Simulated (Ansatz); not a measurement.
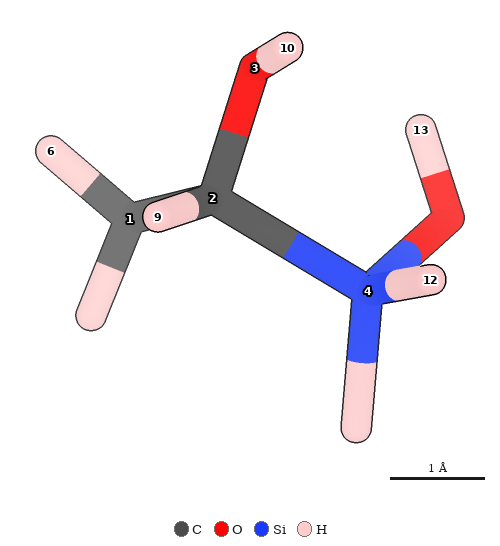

**Figure 1.** The starting structure (stick view, seen at a tilt; atoms are numbered from 1 in the order of the input).

# Run report: C₂H₈O₂Si, geometry relaxation (part 1 of 2)

C₂H₈O₂Si, SMILES CC(O)[SiH2]O, computed with RKS PBE0-D4/def2-TZVP (Ansatz 0.2.0).

The geometry: PBE-D4/def2-SVP start. Figures and captions count atoms from 1; the log counts them from 0 in places.

## What the program printed
```
Functional definition: PBE0
  name "PBE0"
  cite "Adamo & Barone, J. Chem. Phys. 110, 6158 (1999) doi:10.1063/1.478522"
  cite "Perdew, Burke & Ernzerhof, Phys. Rev. Lett. 77, 3865 (1996) doi:10.1103/PhysRevLett.77.3865"
  parent pbe
  parameter a = 0.25
  parameter kappa = 0.804
  parameter beta = 0.06672455060314922
  exchange = (1 - a)*pbe_x(kappa = kappa, mu = beta*pi^2/3) + a*exact_x
  correlation = pbe_c(beta = beta)
1282 factors; their error is unknown
mean field evaluation 1: about -14159.3233 eV, gradient 7.4e1 eV
mean field evaluation 2: about -14146.8060 eV, gradient 1.1e2 eV
mean field evaluation 4: about -14169.4694 eV, gradient 5.1e0 eV
mean field evaluation 8: about -14169.5280 eV, gradient 7.3e-2 eV
mean field evaluation 16: about -14169.5571 eV, gradient 1.1e-4 eV
mean field -14169.55705278 eV, -520.7216172189 hartree, gradient 2.9e-5 eV, S^2 0.000000; 0 other end points of the search recorded, 0 dependent functions left out
the calculation of the forces begins
reference -14169.55708616 eV, -520.7216184458 hartree; 25, 25 occupied and 184, 184 virtual orbitals, 1282 factors
relax step   1: F+E_penalty+E_count = -14169.77504929 eV  Δ(F+E_penalty+E_count) = +0.000e0 eV  max|allowed force component| = 9.476e-1 eV/Å  Δτ_max = 0.0000 Å  (28 SCF iters, accepted)
these checks for a lower state are left out or cut short: starts, cluster_reference, orbital_swaps, neighbouring_geometries, increment
1282 factors; their error is unknown
mean field -14169.61868857 eV, -520.7238822924 hartree, gradient 2.6e-5 eV, S^2 0.000000; 0 other end points of the search recorded, 0 dependent functions left out
[... from here on the field's lines of each further geometry are left out, up to the last ...]
relax step   2: F+E_penalty+E_count = -14169.83645967 eV  Δ(F+E_penalty+E_count) = -6.141e-2 eV  max|allowed force component| = 6.369e-1 eV/Å  Δτ_max = 0.0635 Å  (30 SCF iters, accepted)
relax step   3: F+E_penalty+E_count = -14169.85329694 eV  Δ(F+E_penalty+E_count) = -1.684e-2 eV  max|allowed force component| = 1.981e-1 eV/Å  Δτ_max = 0.0404 Å  (30 SCF iters, accepted)
relax step   4: F+E_penalty+E_count = -14169.85241670 eV  Δ(F+E_penalty+E_count) = +8.802e-4 eV  max|allowed force component| = 2.245e-1 eV/Å  Δτ_max = 0.0828 Å  (29 SCF iters, rejected (line search))
relax step   5: F+E_penalty+E_count = -14169.85828755 eV  Δ(F+E_penalty+E_count) = -4.991e-3 eV  max|allowed force component| = 5.732e-2 eV/Å  Δτ_max = 0.0403 Å  (31 SCF iters, accepted)
relax step   6: F+E_penalty+E_count = -14169.86095166 eV  Δ(F+E_penalty+E_count) = -2.664e-3 eV  max|allowed force component| = 8.036e-2 eV/Å  Δτ_max = 0.0789 Å  (29 SCF iters, accepted)
relax step   7: F+E_penalty+E_count = -14169.86228851 eV  Δ(F+E_penalty+E_count) = -1.337e-3 eV  max|allowed force component| = 6.674e-2 eV/Å  Δτ_max = 0.0407 Å  (29 SCF iters, accepted)
relax step   8: F+E_penalty+E_count = -14169.86334279 eV  Δ(F+E_penalty+E_count) = -1.054e-3 eV  max|allowed force component| = 3.966e-2 eV/Å  Δτ_max = 0.0311 Å  (29 SCF iters, accepted)
relax step   9: F+E_penalty+E_count = -14169.86417551 eV  Δ(F+E_penalty+E_count) = -8.327e-4 eV  max|allowed force component| = 7.147e-2 eV/Å  Δτ_max = 0.0772 Å  (29 SCF iters, accepted)
relax step  10: F+E_penalty+E_count = -14169.86452285 eV  Δ(F+E_penalty+E_count) = -3.473e-4 eV  max|allowed force component| = 8.525e-2 eV/Å  Δτ_max = 0.0145 Å  (31 SCF iters, accepted)
relax step  11: F+E_penalty+E_count = -14169.86477130 eV  Δ(F+E_penalty+E_count) = -2.485e-4 eV  max|allowed force component| = 2.652e-2 eV/Å  Δτ_max = 0.0053 Å  (31 SCF iters, accepted)
relax step  12: F+E_penalty+E_count = -14169.86488172 eV  Δ(F+E_penalty+E_count) = -1.104e-4 eV  max|allowed force component| = 1.737e-2 eV/Å  Δτ_max = 0.0085 Å  (31 SCF iters, accepted)
relax step  13: F+E_penalty+E_count = -14169.86492812 eV  Δ(F+E_penalty+E_count) = -4.639e-5 eV  max|allowed force component| = 1.216e-2 eV/Å  Δτ_max = 0.0081 Å  (31 SCF iters, accepted)
relax step  14: F+E_penalty+E_count = -14169.86494153 eV  Δ(F+E_penalty+E_count) = -1.341e-5 eV  max|allowed force component| = 7.914e-3 eV/Å  Δτ_max = 0.0029 Å  (31 SCF iters, accepted)
the calculation of the forces begins
reference -14169.64777472 eV, -520.7249511887 hartree; 25, 25 occupied and 184, 184 virtual orbitals, 1282 factors
relax step  15: F+E_penalty+E_count = -14169.86494634 eV  Δ(F+E_penalty+E_count) = -4.814e-6 eV  max|allowed force component| = 4.098e-3 eV/Å  Δτ_max = 0.0017 Å  (31 SCF iters, accepted)
1282 factors; their error is unknown
mean field evaluation 128: about -14169.6151 eV, gradient 1.0e0 eV
```

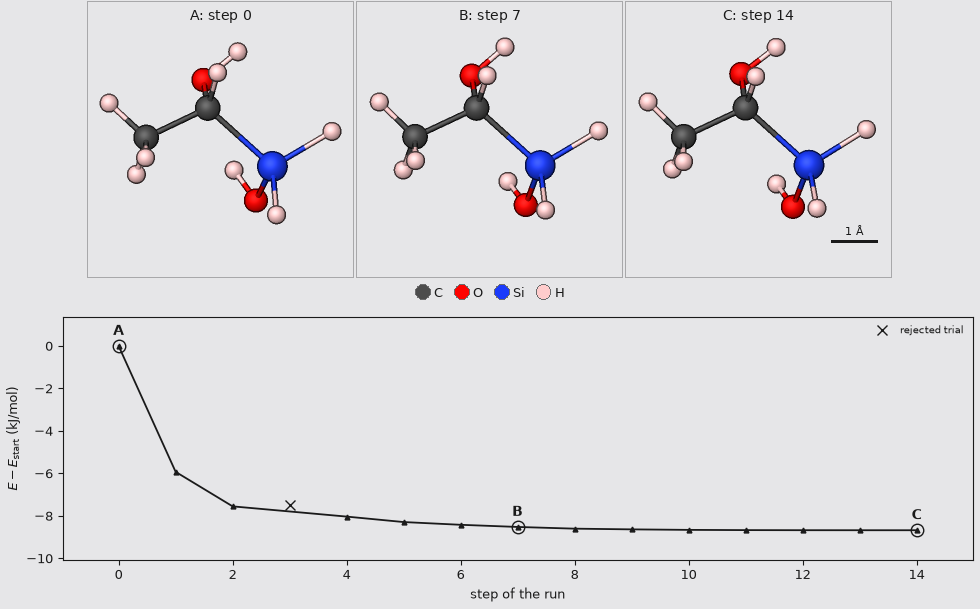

**Figure 2.** Frames of the relaxation (ball-and-stick view, seen at a tilt) above the curves, on which the letters mark them (the first geometry is step 0 here and step 1 in the log).

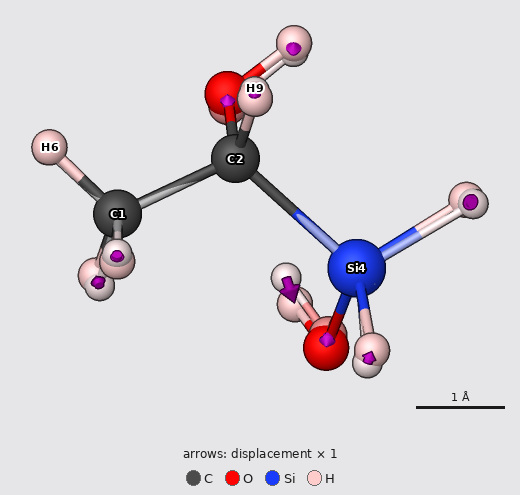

**Figure 3.** Start (faint) and end (solid) with the displacements as pink arrows, at true length (ball-and-stick view, seen at a tilt). The two geometries are laid on each other by the best rigid fit. H13 moves most after the best rigid fit: 0.33 Å. Largest moves by element: H 0.33 Å, O 0.18 Å, Si 0.05 Å, C 0.04 Å. Among the contacts that change: Si4–O5 1.686 → 1.647 Å, C2–Si4 1.920 → 1.892 Å, Si4–H12 1.514 → 1.495 Å, Si4–H11 1.502 → 1.485 Å. Among the angles that change: Si4–O5–H13 106.6° → 114.3°, C2–Si4–O5 103.4° → 108.6°, O3–C2–Si4 103.3° → 105.8°. The energy falls by 8.67 kJ/mol in 14 geometry steps. The largest force component goes from 0.95 to 0.0041 eV/Å. The line search rejected the trial step at point 3 (counted from 0) and went back. (Atoms are counted from 1 in the order of the input.)

```
mean field -14169.64774164 eV, -520.7249499729 hartree, gradient 2.6e-5 eV, S^2 0.000000; 1 other end points of the search recorded, 0 dependent functions left out
the calculation of the forces begins
reference -14169.64777472 eV, -520.7249511887 hartree; 25, 25 occupied and 184, 184 virtual orbitals, 1282 factors
Total energy: -14169.86497942 eV, -520.7329333144 hartree
Atom 0 at    -0.989372     0.568374     1.101212 Å, force     0.000227    -0.000580     0.000672 eV/Å
Atom 1 at     0.243315    -0.182011     0.647961 Å, force     0.001988     0.002743    -0.000409 eV/Å
Atom 2 at     1.327269     0.767951     0.605306 Å, force    -0.002751    -0.001667     0.000101 eV/Å
Atom 3 at     0.099538    -0.880692    -1.104401 Å, force    -0.000081    -0.002095    -0.000551 eV/Å
Atom 4 at    -0.122478     0.371040    -2.152051 Å, force     0.004098     0.003837     0.002345 eV/Å
Atom 5 at    -0.814806     1.038937     2.072049 Å, force    -0.000193     0.000107     0.000254 eV/Å
Atom 6 at    -1.839127    -0.112128     1.192453 Å, force    -0.000442    -0.000027    -0.000152 eV/Å
Atom 7 at    -1.257591     1.350747     0.387332 Å, force     0.000075     0.000283    -0.000307 eV/Å
Atom 8 at     0.468120    -0.971901     1.378559 Å, force    -0.000024    -0.000576     0.000238 eV/Å
Atom 9 at     2.153917     0.282786     0.534937 Å, force     0.001146    -0.000001     0.000052 eV/Å
Atom 10 at    -1.046978    -1.804901    -1.294380 Å, force    -0.000086     0.000617     0.000203 eV/Å
Atom 11 at     1.376762    -1.603936    -1.385818 Å, force    -0.000416     0.000421     0.000016 eV/Å
Atom 12 at     0.421831     1.140935    -1.968262 Å, force    -0.003540    -0.003062    -0.002463 eV/Å
Dipole moment:     0.208871    -0.115959     0.263865 e Å
```

## Trajectory as extended XYZ (Å, eV, eV/Å), 15 frames, from step=1 to step=15
```
13
Properties=species:S:1:pos:R:3:forces:R:3 step=1 energy=-14169.77505
C    -1.0114    0.5363    1.1047   -0.1627   0.1753   0.0536
C     0.2490   -0.1750    0.6331   -0.0207  -0.1762   0.0549
O     1.2783    0.8428    0.4687    0.3864  -0.6631   0.1127
Si    0.0788   -0.9212   -1.1275   -0.0028   0.5972  -0.3138
O     0.0406    0.4372   -2.1252    0.4389  -0.4018   0.9476
H    -0.8113    1.1067    2.0352   -0.0988  -0.2881  -0.4405
H    -1.8228   -0.1924    1.3026    0.4055   0.3265  -0.1000
H    -1.3720    1.2502    0.3356    0.1639  -0.3377   0.3819
H     0.5623   -0.9212    1.4014   -0.1135   0.4213  -0.4063
H     2.1371    0.3828    0.4123   -0.5836   0.3791   0.0548
H    -1.1609   -1.7313   -1.3806    0.2554   0.1892   0.0678
H     1.2965   -1.7852   -1.3777   -0.2747   0.2280   0.0126
H     0.5562    1.1356   -1.6678   -0.3932  -0.4497  -0.4255
13
Properties=species:S:1:pos:R:3:forces:R:3 step=2 energy=-14169.83646
C    -1.0056    0.5364    1.1054   -0.0618   0.0365   0.0137
C     0.2464   -0.1710    0.6285    0.0508   0.0145  -0.0145
O     1.2799    0.8391    0.4986    0.0745  -0.2695   0.0107
Si    0.0799   -0.9102   -1.1216   -0.0367   0.4043  -0.2933
O     0.0338    0.4075   -2.1484    0.2246  -0.3021   0.6369
H    -0.8101    1.0776    2.0404   -0.0226  -0.0903  -0.1391
H    -1.8094   -0.1883    1.2824    0.1034   0.0988  -0.0290
H    -1.3588    1.2608    0.3600    0.0522  -0.1051   0.1130
H     0.5530   -0.9155    1.3817   -0.0579   0.0968  -0.1286
H     2.1319    0.3872    0.4549   -0.1563   0.1312   0.0167
H    -1.1497   -1.7148   -1.3573    0.0527   0.0320   0.0463
H     1.2844   -1.7614   -1.3820   -0.0592   0.0530   0.0218
H     0.5446    1.1179   -1.7277   -0.1637  -0.1003  -0.2544
13
Properties=species:S:1:pos:R:3:forces:R:3 step=3 energy=-14169.85330
C    -1.0029    0.5341    1.0997    0.0207   0.0028   0.0107
C     0.2473   -0.1693    0.6241    0.0435   0.0176  -0.0493
O     1.2854    0.8312    0.5104   -0.0674   0.0021   0.0123
Si    0.0814   -0.8983   -1.1172   -0.0619   0.0845  -0.0807
O     0.0189    0.3962   -2.1437    0.0757  -0.0948   0.1981
H    -0.8110    1.0578    2.0382   -0.0018   0.0210   0.0398
H    -1.8070   -0.1860    1.2610   -0.0235  -0.0229  -0.0008
H    -1.3468    1.2662    0.3666   -0.0115   0.0313  -0.0261
H     0.5423   -0.9215    1.3648    0.0012  -0.0365   0.0402
H     2.1347    0.3848    0.4759    0.0474  -0.0181   0.0064
H    -1.1454   -1.7071   -1.3217   -0.0098  -0.0274  -0.0094
H     1.2850   -1.7400   -1.3756    0.0258  -0.0256  -0.0132
H     0.5384    1.1171   -1.7675   -0.0384   0.0659  -0.1282
13
Properties=species:S:1:pos:R:3:forces:R:3 step=4 energy=-14169.85242 accepted=F
C    -1.0011    0.5369    1.1099   -0.0616  -0.0584  -0.0161
C     0.2416   -0.1816    0.6347   -0.0146   0.1035  -0.0673
O     1.2748    0.8184    0.4942    0.0919   0.0182   0.1289
Si    0.0858   -0.8977   -1.1114    0.0092   0.1422  -0.0868
O     0.0205    0.3974   -2.1347   -0.1379  -0.2245  -0.0176
H    -0.8099    1.0532    2.0532    0.0134   0.0064   0.0186
H    -1.8128   -0.1773    1.2617   -0.0312  -0.0050   0.0184
H    -1.3383    1.2769    0.3803    0.0261   0.0030  -0.0187
H     0.5324   -0.9255    1.3876    0.0343  -0.0006  -0.0308
H     2.1280    0.3775    0.4921    0.0346  -0.0082   0.0028
H    -1.1271   -1.7254   -1.3247   -0.0451   0.0300  -0.0383
H     1.2874   -1.7389   -1.3851    0.0416   0.0103   0.0277
H     0.5390    1.1513   -1.8429    0.0394  -0.0168   0.0792
13
Properties=species:S:1:pos:R:3:forces:R:3 step=5 energy=-14169.85829
C    -1.0014    0.5350    1.1026   -0.0066   0.0095  -0.0013
C     0.2484   -0.1709    0.6266    0.0249   0.0047   0.0254
O     1.2873    0.8279    0.5162   -0.0120  -0.0146   0.0139
Si    0.0807   -0.8976   -1.1145    0.0173  -0.0014  -0.0137
O     0.0145    0.3901   -2.1395    0.0150   0.0379   0.0120
H    -0.8123    1.0558    2.0445   -0.0003   0.0000   0.0051
H    -1.8088   -0.1842    1.2580    0.0003   0.0005  -0.0024
H    -1.3414    1.2710    0.3697    0.0008   0.0069   0.0031
H     0.5395   -0.9247    1.3693   -0.0037  -0.0120   0.0052
H     2.1385    0.3823    0.4890   -0.0066  -0.0045   0.0039
H    -1.1426   -1.7124   -1.3256    0.0004  -0.0032   0.0052
H     1.2868   -1.7384   -1.3768    0.0028  -0.0081   0.0009
H     0.5314    1.1313   -1.8046   -0.0324  -0.0158  -0.0573
```
